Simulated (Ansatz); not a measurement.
## Geometry relaxation of GeH3BrCl2O2 (part 2 of 2)

The same run, continued: GeH3BrCl2O2; RKS PBE/def2-SVP (Ansatz 0.2.0). It belongs to a series of runs on one base structure; here: end point A relaxed.

Geometry of the input (Å):
```
Ge -0.2315  -0.1436  0.0603
O  -0.1478  -0.1530  1.8391
H  -0.9583  0.2448  2.2185
Cl 1.7887  -0.4013  -0.6242
Cl -1.2545  1.5703  -0.7285
O  -1.2327  -1.5007  -0.5097
H  -0.8172  -2.3482  -0.2545
Br 1.6036  2.6747  1.3789
H  1.3724  1.4092  2.1648
```

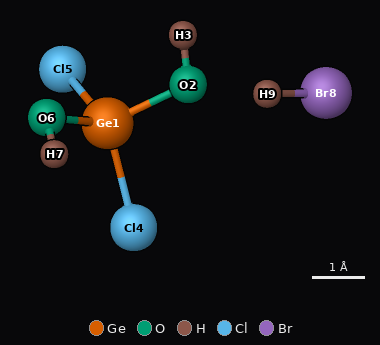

The geometry at step 11 of the log (ball-and-stick view, seen at a tilt; atoms are numbered from 1 in the order of the input).

Trajectory as extended XYZ, continued
```
9
Properties=species:S:1:pos:R:3:forces:R:3 step=4 energy=-155696.36297
Ge   -0.2845   -0.1995    0.0149    0.0809  -0.0634  -0.0849
O    -0.0705   -0.0399    1.7933   -0.1531   0.0640   0.0079
H    -0.9241    0.2289    2.1983    0.1522  -0.0166  -0.0024
Cl    1.7185   -0.4751   -0.7068    0.0202   0.0198  -0.0172
Cl   -1.2629    1.5290   -0.7916   -0.0151  -0.0410   0.0070
O    -1.2997   -1.5847   -0.4363    0.0285  -0.0924   0.0858
H    -0.8031   -2.4183   -0.2910   -0.0786   0.1206  -0.0323
Br    1.7983    2.8105    1.7356    0.0628   0.0317   0.0602
H     1.2509    1.5014    2.0283   -0.0979  -0.0227  -0.0242
9
Properties=species:S:1:pos:R:3:forces:R:3 step=5 energy=-155696.36626
Ge   -0.2824   -0.2007    0.0126    0.0746  -0.0616  -0.0953
O    -0.0640   -0.0378    1.7900   -0.1353   0.0651   0.0148
H    -0.9152    0.2342    2.1969    0.1311  -0.0154   0.0040
Cl    1.7185   -0.4782   -0.7136    0.0185   0.0180  -0.0178
Cl   -1.2626    1.5264   -0.7945   -0.0133  -0.0383   0.0080
O    -1.3017   -1.5851   -0.4315    0.0255  -0.0803   0.0813
H    -0.8055   -2.4189   -0.2888   -0.0706   0.1047  -0.0290
Br    1.7989    2.8088    1.7463    0.0664   0.0473   0.0565
H     1.2366    1.5036    2.0271   -0.0969  -0.0395  -0.0225
9
Properties=species:S:1:pos:R:3:forces:R:3 step=6 energy=-155696.37398
Ge   -0.2671   -0.2126   -0.0170   -0.0276  -0.0430  -0.0853
O    -0.0080    0.0325    1.7518   -0.0940   0.0441  -0.0195
H    -0.8594    0.2733    2.1779    0.1069  -0.0116  -0.0042
Cl    1.7113   -0.5013   -0.7931   -0.0263   0.0023   0.0039
Cl   -1.2768    1.4928   -0.8296   -0.0058  -0.0225  -0.0206
O    -1.3183   -1.6048   -0.3570    0.1103   0.0014   0.0727
H    -0.8065   -2.4347   -0.2605   -0.0578   0.0475  -0.0152
Br    1.8591    2.7978    1.9349   -0.3987  -0.6700   0.0123
H     1.0885    1.5093    1.9373    0.3929   0.6518   0.0558
9
Properties=species:S:1:pos:R:3:forces:R:3 step=7 energy=-155696.40027
Ge   -0.2838   -0.2219   -0.0515   -0.0425   0.0071   0.0378
O     0.0046    0.0846    1.6967    0.2108  -0.0419  -0.0612
H    -0.8258    0.3198    2.1484   -0.2120   0.0513   0.1081
Cl    1.6807   -0.5095   -0.8448    0.0763  -0.0119  -0.0597
Cl   -1.3365    1.4318   -0.9070   -0.0250   0.0507  -0.0494
O    -1.3244   -1.6314   -0.3065   -0.2021   0.1964  -0.0253
H    -0.8113   -2.4550   -0.2644    0.1733  -0.2578   0.0243
Br    1.8877    2.7882    2.0794    0.0276   0.0429   0.0204
H     1.1315    1.5457    1.9945   -0.0065  -0.0367   0.0049
9
Properties=species:S:1:pos:R:3:forces:R:3 step=8 energy=-155696.40721
Ge   -0.3056   -0.2212   -0.0698    0.0240   0.0055  -0.1388
O    -0.0030    0.1261    1.6660   -0.0044   0.0068   0.0693
H    -0.8381    0.3577    2.1219    0.0036   0.0023   0.0057
Cl    1.6579   -0.4888   -0.8956   -0.0377   0.0034   0.0154
Cl   -1.3878    1.3972   -0.9682    0.0062  -0.0152   0.0113
O    -1.3211   -1.6574   -0.2924   -0.0043  -0.0189   0.0149
H    -0.7842   -2.4717   -0.2213    0.0014   0.0078   0.0080
Br    1.9353    2.7706    2.1810    0.0070   0.0002   0.0167
H     1.1692    1.5399    2.0230    0.0041   0.0080  -0.0024
9
Properties=species:S:1:pos:R:3:forces:R:3 step=9 energy=-155696.40952
Ge   -0.3305   -0.2239   -0.1077    0.0119  -0.0261  -0.0447
O    -0.0102    0.1779    1.6157   -0.0677   0.0237   0.0463
H    -0.8451    0.4010    2.0804    0.0830  -0.0109  -0.0433
Cl    1.6298   -0.4799   -0.9494   -0.0635   0.0187   0.0160
Cl   -1.4579    1.3544   -1.0288    0.0313  -0.0627   0.0179
O    -1.3166   -1.6923   -0.2688    0.0956  -0.0539   0.0165
H    -0.7569   -2.4922   -0.1721   -0.0727   0.1288  -0.0084
Br    1.9996    2.7546    2.3297   -0.0943  -0.1547  -0.0272
H     1.2107    1.5527    2.0458    0.0765   0.1372   0.0270
9
Properties=species:S:1:pos:R:3:forces:R:3 step=10 energy=-155696.41106
Ge   -0.3327   -0.2267   -0.1116   -0.0181   0.0007  -0.0532
O    -0.0079    0.1953    1.6066   -0.0211   0.0113  -0.0051
H    -0.8393    0.4213    2.0737    0.0370  -0.0074  -0.0288
Cl    1.6149   -0.4656   -0.9813   -0.0209  -0.0081   0.0345
Cl   -1.4667    1.3276   -1.0620    0.0032  -0.0263   0.0353
O    -1.3160   -1.6982   -0.2505    0.0613  -0.0197   0.0120
H    -0.7549   -2.4960   -0.1616   -0.0317   0.0619   0.0042
Br    2.0108    2.7382    2.3786   -0.0523  -0.0850  -0.0167
H     1.2145    1.5565    2.0527    0.0426   0.0727   0.0178
9
Properties=species:S:1:pos:R:3:forces:R:3 step=11 energy=-155696.41250
Ge   -0.3360   -0.2237   -0.1243   -0.0158  -0.0074   0.0037
O    -0.0032    0.2147    1.5879   -0.0025   0.0034  -0.0033
H    -0.8318    0.4399    2.0588    0.0039  -0.0004  -0.0113
Cl    1.6110   -0.4679   -0.9890    0.0000   0.0017   0.0007
Cl   -1.4919    1.3133   -1.0723    0.0045  -0.0066   0.0087
O    -1.3107   -1.7011   -0.2384    0.0001   0.0025  -0.0096
H    -0.7461   -2.4944   -0.1481    0.0066   0.0089   0.0100
Br    2.0173    2.7171    2.4149    0.0000  -0.0050   0.0048
H     1.2139    1.5546    2.0552    0.0031   0.0030  -0.0037
9
Properties=species:S:1:pos:R:3:forces:R:3 step=12 energy=-155696.41325
Ge   -0.3454   -0.2232   -0.1393   -0.0127  -0.0070   0.0214
O    -0.0070    0.2423    1.5645    0.0017  -0.0043  -0.0072
H    -0.8345    0.4684    2.0365    0.0016   0.0039  -0.0060
Cl    1.5996   -0.4568   -1.0110    0.0024   0.0033  -0.0049
Cl   -1.5239    1.2914   -1.0953    0.0025  -0.0122   0.0006
O    -1.3029   -1.7136   -0.2266    0.0017   0.0014  -0.0136
H    -0.7292   -2.4983   -0.1182    0.0013   0.0168   0.0071
Br    2.0397    2.6894    2.4776   -0.0187  -0.0318  -0.0095
H     1.2264    1.5526    2.0564    0.0201   0.0298   0.0121
9
Properties=species:S:1:pos:R:3:forces:R:3 step=13 energy=-155696.41374
Ge   -0.3583   -0.2209   -0.1601   -0.0201  -0.0102   0.0242
O    -0.0130    0.2831    1.5314    0.0042  -0.0092  -0.0189
H    -0.8385    0.5154    2.0034   -0.0071   0.0067   0.0008
Cl    1.5830   -0.4350   -1.0450    0.0030   0.0052  -0.0052
Cl   -1.5752    1.2516   -1.1350    0.0106  -0.0163   0.0066
O    -1.2898   -1.7298   -0.2113    0.0257  -0.0142  -0.0076
H    -0.7038   -2.5011   -0.0717   -0.0175   0.0407   0.0014
Br    2.0755    2.6429    2.5643   -0.0638  -0.0882  -0.0394
H     1.2428    1.5462    2.0687    0.0649   0.0855   0.0381
9
Properties=species:S:1:pos:R:3:forces:R:3 step=14 energy=-155696.41414
Ge   -0.3588   -0.2206   -0.1605   -0.0175  -0.0040   0.0221
O    -0.0171    0.2850    1.5310    0.0037  -0.0117  -0.0154
H    -0.8431    0.5223    1.9996   -0.0055   0.0062   0.0006
Cl    1.5838   -0.4268   -1.0444    0.0037   0.0027  -0.0040
Cl   -1.5792    1.2482   -1.1353    0.0041  -0.0090   0.0005
O    -1.2864   -1.7314   -0.2139    0.0156  -0.0053  -0.0086
H    -0.7000   -2.5000   -0.0633   -0.0078   0.0211   0.0032
Br    2.0801    2.6326    2.5651   -0.0390  -0.0544  -0.0256
H     1.2433    1.5430    2.0663    0.0426   0.0542   0.0273
9
Properties=species:S:1:pos:R:3:forces:R:3 step=15 energy=-155696.41496
Ge   -0.3687   -0.2161   -0.1686    0.0050  -0.0037   0.0007
O    -0.0364    0.3024    1.5204   -0.0293  -0.0031   0.0040
H    -0.8631    0.5633    1.9759    0.0155  -0.0013  -0.0072
Cl    1.5790   -0.3886   -1.0494    0.0039   0.0009  -0.0019
Cl   -1.6135    1.2225   -1.1556   -0.0044   0.0023   0.0016
O    -1.2678   -1.7436   -0.2220    0.0389  -0.0426   0.0112
H    -0.6747   -2.4955   -0.0183   -0.0370   0.0434  -0.0096
Br    2.1129    2.5845    2.5866    0.0122   0.0118   0.0069
H     1.2550    1.5233    2.0757   -0.0048  -0.0075  -0.0056
9
Properties=species:S:1:pos:R:3:forces:R:3 step=16 energy=-155696.41525
Ge   -0.3753   -0.2145   -0.1776   -0.0106   0.0117   0.0028
O    -0.0575    0.3212    1.5086   -0.0208  -0.0001   0.0089
H    -0.8854    0.6035    1.9496    0.0274  -0.0067  -0.0171
Cl    1.5761   -0.3550   -1.0575   -0.0076  -0.0003   0.0065
Cl   -1.6477    1.1967   -1.1699   -0.0003   0.0015  -0.0052
O    -1.2500   -1.7565   -0.2263    0.0771  -0.0708   0.0286
H    -0.6529   -2.4931    0.0215   -0.0650   0.0655  -0.0259
Br    2.1475    2.5400    2.6167    0.0064   0.0043   0.0015
H     1.2679    1.5100    2.0796   -0.0066  -0.0050   0.0000
9
Properties=species:S:1:pos:R:3:forces:R:3 step=17 energy=-155696.41541
Ge   -0.3813   -0.2124   -0.1795    0.0075  -0.0032  -0.0073
O    -0.0656    0.3265    1.5059   -0.0259   0.0074   0.0068
H    -0.8923    0.6187    1.9419    0.0177  -0.0047  -0.0073
Cl    1.5728   -0.3412   -1.0552   -0.0042  -0.0001   0.0005
Cl   -1.6595    1.1888   -1.1791   -0.0002  -0.0067   0.0049
O    -1.2418   -1.7626   -0.2272    0.0465  -0.0292   0.0206
H    -0.6417   -2.4913    0.0336   -0.0413   0.0392  -0.0181
Br    2.1626    2.5213    2.6227   -0.0014  -0.0024  -0.0019
H     1.2695    1.5045    2.0817    0.0014  -0.0003   0.0019
9
Properties=species:S:1:pos:R:3:forces:R:3 step=18 energy=-155696.41554
Ge   -0.3824   -0.2104   -0.1804   -0.0066  -0.0112  -0.0064
O    -0.0739    0.3333    1.5047   -0.0036   0.0034  -0.0009
H    -0.9007    0.6337    1.9340    0.0005   0.0004   0.0001
Cl    1.5732   -0.3313   -1.0539   -0.0047   0.0032   0.0013
Cl   -1.6714    1.1790   -1.1828    0.0052  -0.0025   0.0037
O    -1.2344   -1.7654   -0.2269    0.0117   0.0186   0.0046
H    -0.6334   -2.4893    0.0396   -0.0021  -0.0098  -0.0011
Br    2.1748    2.5063    2.6238   -0.0075  -0.0099  -0.0042
H     1.2710    1.4965    2.0865    0.0071   0.0078   0.0029
```

Key numbers

```json
{"quantity": "outcome", "value": "converged"}
{"quantity": "total energy", "value": "−155696.4156 eV"}
{"quantity": "mean-field energy", "value": "−155696.4156 eV"}
{"quantity": "largest force (length of the vector) at the end", "value": "0.023 eV/Å"}
{"quantity": "wall time", "value": "34 s (CPU time 2.1 min)"}
{"quantity": "peak memory", "value": "0.2 GiB"}
```
